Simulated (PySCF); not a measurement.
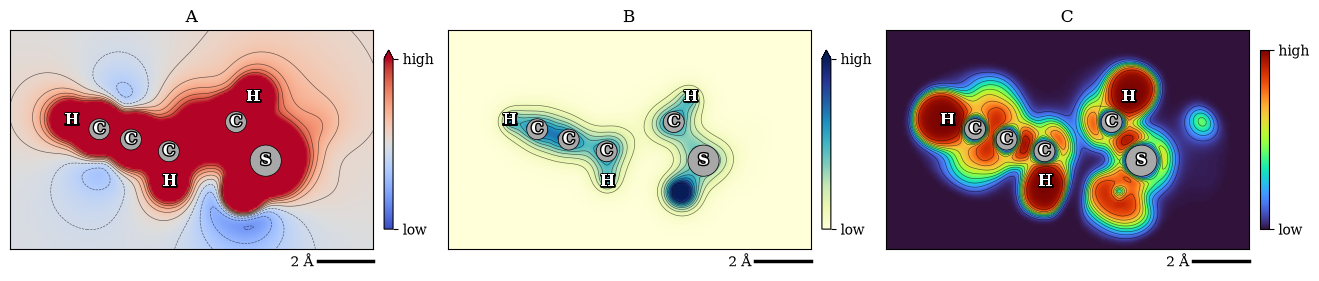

C5H10O2SSi2: 3 fields on the plane of atoms C2, C3 and H12, with unlabelled colour scales. Grey discs cover the atomic cores.

Geometry: GFN2-xTB.

These are results of PySCF, PBE0/pcSseg-1, SCF density, gas phase, non-relativistic, not measurements.

> The panels show electron density, electron localisation function and electrostatic potential in some order. Assign them.

Panel A: electrostatic potential (strongly positive close to the atoms, with negative regions outside electron-rich atoms). Panel B: electron density. Panel C: electron localisation function. From the grid: C–C (1.20 Å): the density is about 2.7 e/Å³ at the midpoint; the ELF peaks at about 0.85 between the atoms: a multiple bond. C–S (1.76 Å): ρ is about 1.5 e/Å³ halfway; the ELF peaks at about 0.95 between the atoms: a covalent bond.
